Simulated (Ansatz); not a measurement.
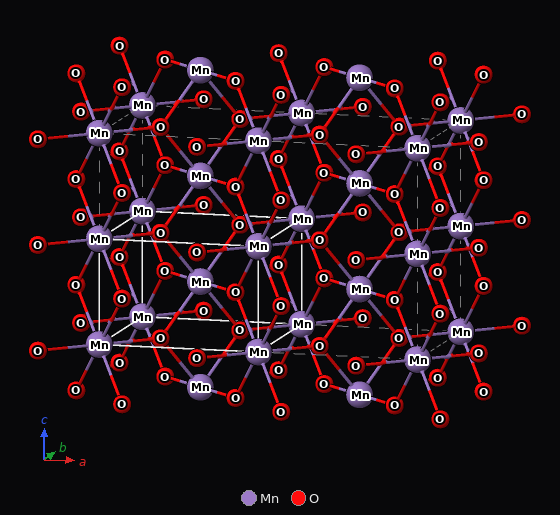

MnO₂ (space group P4_2/mnm, No. 136): the input geometry of an electronic-structure calculation (not necessarily at equilibrium).

Bonds are taken as Mn–O below 2.1 Å; no other contact counts. Atoms with one bond or none are removed and atoms with two bonds are replaced by edges, until no such atom is left.

Q: What kind of net remains, and which atoms are its nodes?

A: A binodal (3,6)-connected, three-periodic net: O is a 3-connected node; Mn is a 6-connected node, in the ratio 2:1.

Q: Which named net is it?

A: It is the rtl net, known from rutile.

Q: Is the net interpenetrated?

A: It is a single net, without interpenetration.

Q: Give the point symbol of each node (shortest cycle at each angle).

A: O: 4·6²; Mn: 4²·6¹⁰·8³.
